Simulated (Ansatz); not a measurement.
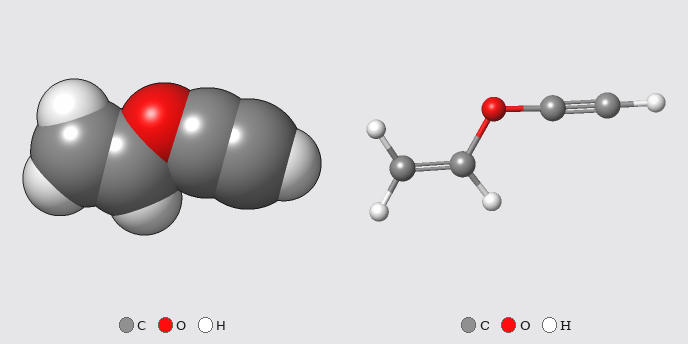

Two views of one molecule.

Computed geometry: PBE0-D4/def2-TZVP optimisation.

Count the atoms of each element.

Answer. C4H4O, 9 atoms: 4 carbon, 4 hydrogen and 1 oxygen.

Name functional groups in it.

Answer. Among them: ether, alkene, alkyne.

What is the point group of this geometry?

Answer. Cs.

Does it have rings?

Answer. It has no ring.

More results for the same structure follow; atom numbers are the same in all pictures, views and colours differ.

### Geometry

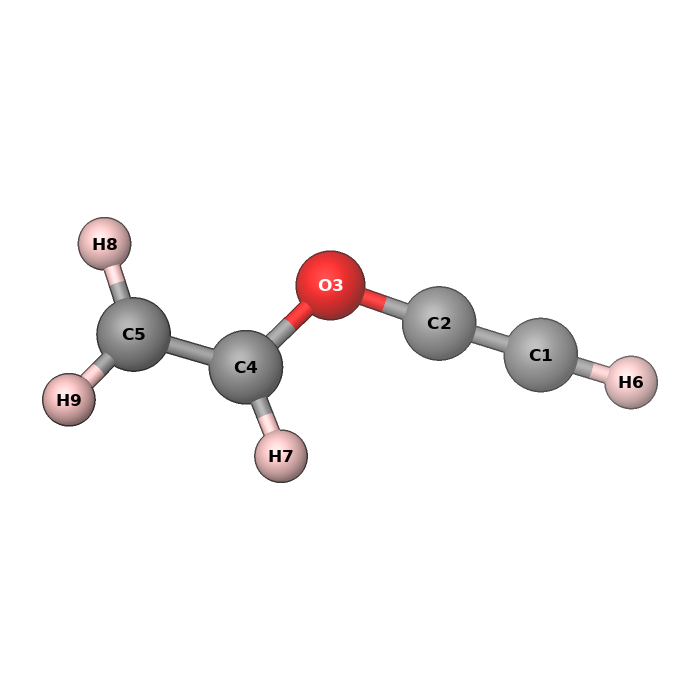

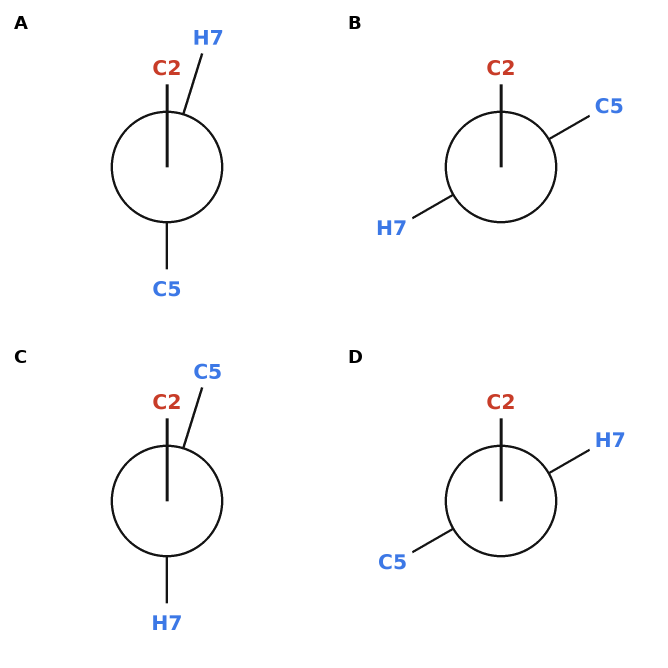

Atoms fade into the background with distance from the viewer. Bonds that would overlap in a projection are set slightly apart.

Which Newman projection shows the view along O3–C4, with O3 in front?

Answer. A. The torsion angle C2–O3–C4–C5 is 180°, antiperiplanar (anti).

### Dipole moment

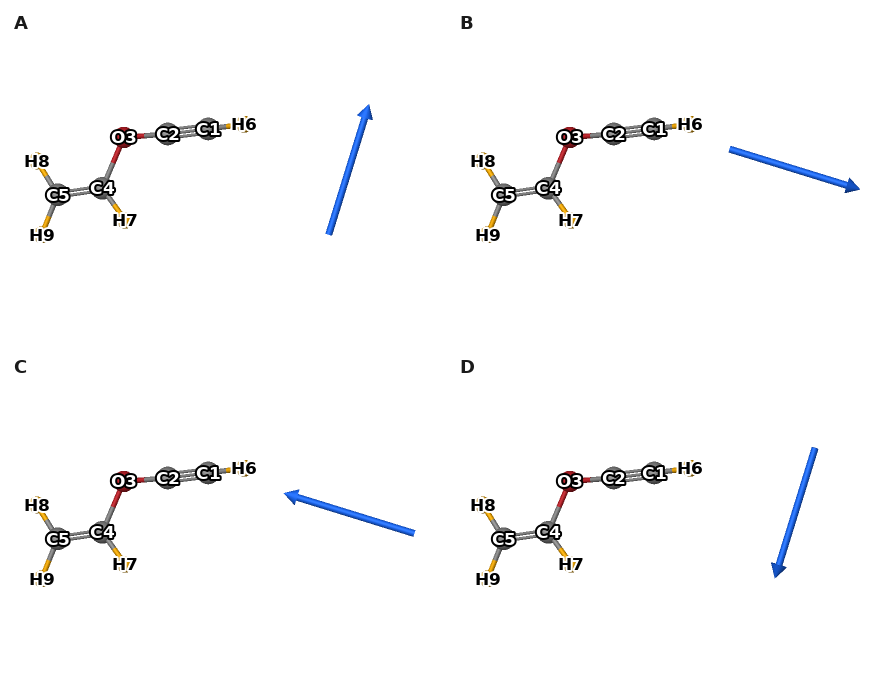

The same molecule four times, each with an arrow. Properties computed with RKS ωB97M-V/def2-TZVPP (Ansatz 0.2.0).

Which arrow points along the dipole moment, from the negative to the positive end?

Answer. D. The dipole moment is 1.34 D; it points from the side of H6 to the side of H9 (the outermost atoms at the two ends).

### Thermal motion

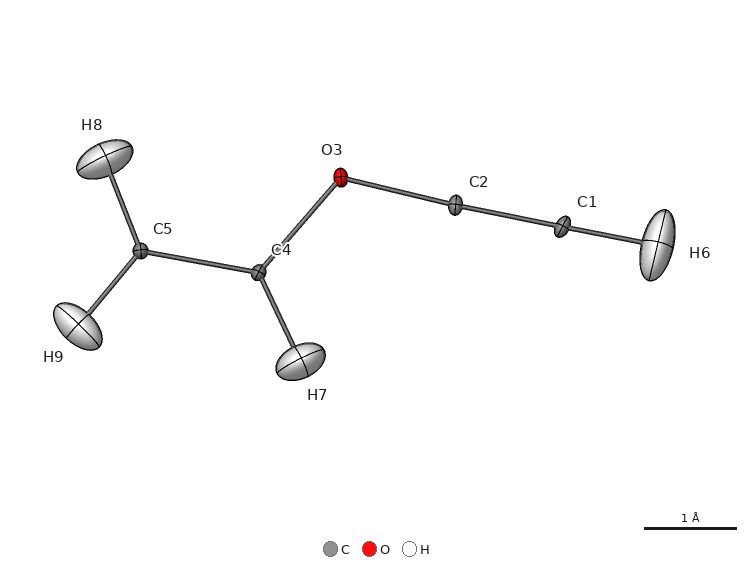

Displacement ellipsoids at the 50 % level, enlarged 1.5 times, from the internal vibrations of the free molecule (harmonic, no overall translation or rotation; no half-axis is drawn under 0.075 Å). Vibrations computed with RKS PBE0-D4/def2-TZVP (Ansatz 0.2.0). Temperature: 0 K (zero-point motion alone).

List U_eq and the three principal root-mean-square amplitudes for each kind of atom.

| atom | U_eq (Å²) | rms amplitudes (Å) |
| --- | --- | --- |
| C1 | 0.0023 | 0.029, 0.054, 0.057 |
| C2 | 0.0018 | 0.029, 0.047, 0.048 |
| O3 | 0.0020 | 0.027, 0.045, 0.057 |
| C4 | 0.0022 | 0.033, 0.039, 0.062 |
| C5 | 0.0025 | 0.036, 0.037, 0.070 |
| H6 | 0.0233 | 0.075, 0.172, 0.186 |
| H7 | 0.0208 | 0.078, 0.124, 0.203 |
| H8 | 0.0246 | 0.078, 0.141, 0.219 |
| H9 | 0.0154 | 0.078, 0.140, 0.144 |

### Charges

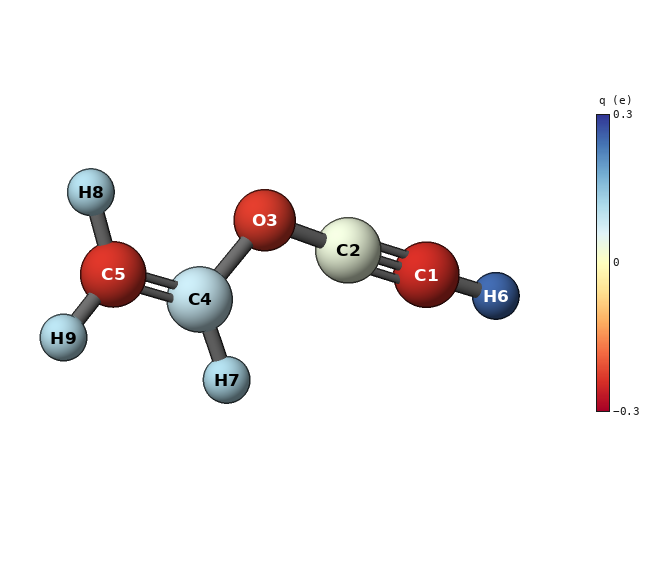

Atoms are coloured by their Mulliken charges. Properties computed with RKS ωB97M-V/def2-TZVPP (Ansatz 0.2.0).

Which atom carries the highest charge (most positive or least negative)?

Answer. H6 (0.25 e).

And the lowest?

Answer. C1 (−0.24 e).

List the Mulliken charges.

```
atom  value (e)
  C1      −0.24
  C2       0.03
  O3      −0.23
  C4       0.09
  C5      −0.23
  H6       0.25
  H7       0.11
  H8       0.11
  H9       0.11
```

Mulliken values depend strongly on the basis set and can even reverse the polarity of a bond.
